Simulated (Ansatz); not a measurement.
```xyz
6
Lattice="6.2056 0.0000 0.0000 -3.1028 5.3742 0.0000 0.0000 0.0000 3.8932" Properties=species:S:1:pos:R:3 pbc="T T T"
Cs    0.0000    0.0000    0.0000
Zn    3.1028    1.7914    0.0000
Zn   -1.5491    2.6884    1.9466
Zn    1.5491    2.6884    1.9466
Zn    0.0000    5.3715    1.9466
Mo    0.0000    3.5828    0.0000
```

Space group P-6m2; a structure generated by program, which may or may not match a known phase; spin-polarised.

All numbers below come from DFT PBE, scalar-relativistic, plane waves, PAW (Ansatz).

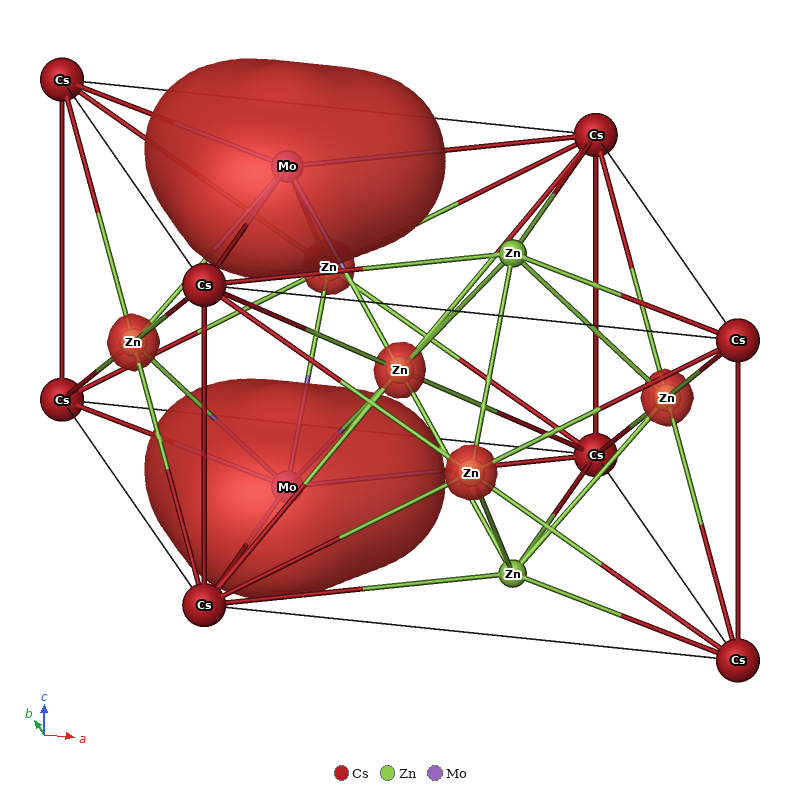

CsZn$_{4}$Mo. Isosurface of the magnetisation density (up minus down) at +0.015 e/Å³ (red), seen at an oblique angle. Sticks mark near contacts.

Core electrons are frozen (PAW), and the valence fields are smoothed inside the atomic spheres.

Where is the spin, and how is it ordered?

Answer. The spin density sits on Mo: +0.7 μB in one cell of 6 atoms: parallel main moments, as they must be, since the calculation's own cell holds one magnetic site. The cell of the calculation (6 atoms) carries 0.9 μB of net spin moment.
